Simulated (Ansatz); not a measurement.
CH6AlBBrN (SMILES N[CH2][AlH][BH]Br)

```
atom    x (Å)    y (Å)    z (Å)
   N  -0.9798   1.4165   1.4820
   C  -0.7379   0.7399   0.2031
  Al   0.6653  -0.6741   0.1506
   B   1.0154  -1.8769  -1.5629
  Br  -0.1178  -3.4300  -1.6503
   H  -1.2304   0.7406   2.2014
   H  -0.1277   1.8614   1.8182
   H  -1.6920   0.3096  -0.1567
   H  -0.5144   1.5046  -0.5656
   H   1.4609  -0.9541   1.5119
   H   1.7568  -1.7762  -2.5120
```

These are results of Ansatz, RKS PBE0-D4/def2-SVP, not measurements.

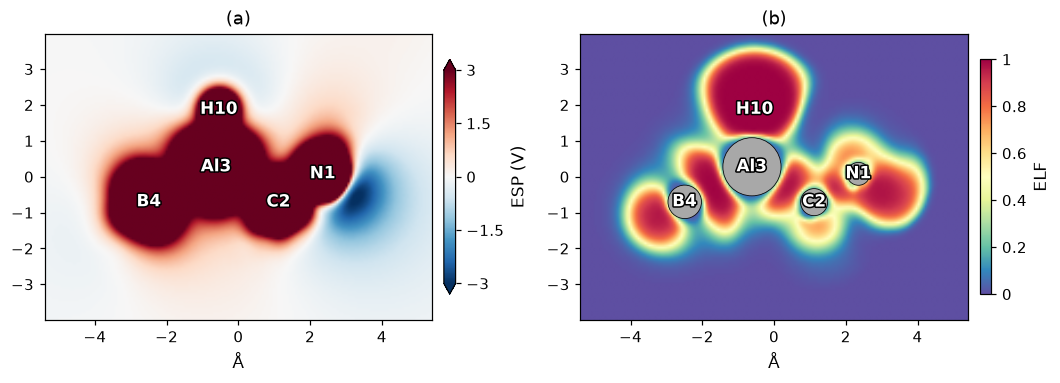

Figure 1. (a) molecular electrostatic potential; (b) ELF on the plane of atoms N1, C2 and Al3. Grey discs cover the atomic cores in the ELF map.

Question: Read the bonding off the picture.

Answer:
- Atoms in the plane: N, C, Al, B and H.
- C–N (1.47 Å): the ELF peaks at about 0.95 between the atoms (localised, covalent bonding).
- C–Al (1.99 Å): the ELF peaks at about 0.95 between the atoms; a polar covalent bond.
- Al–B (2.12 Å): the ELF peaks at about 1 between the atoms: a shared electron pair.
- The ELF also peaks beside N1, away from the bonds: lone-pair regions.
- Outside the dense part of the molecule the potential is most negative (−3.0 V) near N1.

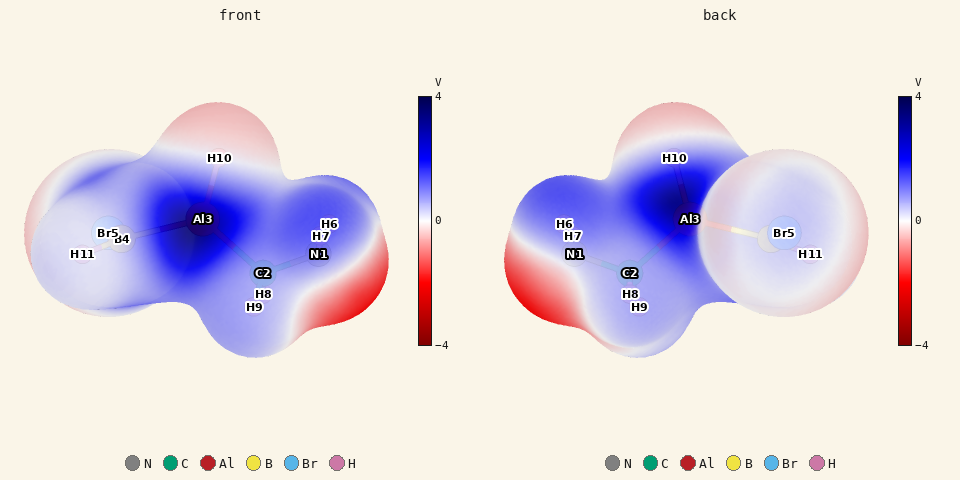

Figure 2. The electrostatic potential painted on the density surface at 0.002 e/bohr³, seen from the front and from behind; red is negative and blue positive.

Question: Where is the surface potential most negative and most positive?

Answer: The most negative region (about −1.9 V) lies over N1, the most positive (about +3.3 V) over Al3. Br5 shows a σ-hole: about +0.4 V at the tip opposite its bond, against about −0.2 V on its flanks. N1 is the likeliest acceptor of a hydrogen bond.

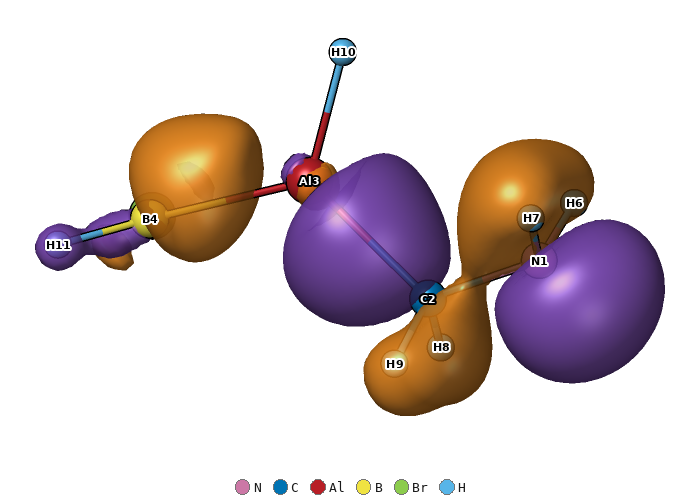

Figure 3. The HOMO at ±0.1 Å⁻³ᐟ² (orange and purple are the two phases), seen at a tilt.

Question: Where does this orbital lie, and at what energy?

Answer: Its weight (Hirshfeld) is mainly on N1 (about 45 %), C2 (about 20 %), Al3 (about 10 %) and B4 (about 5 %). Its energy is −5.85 eV.
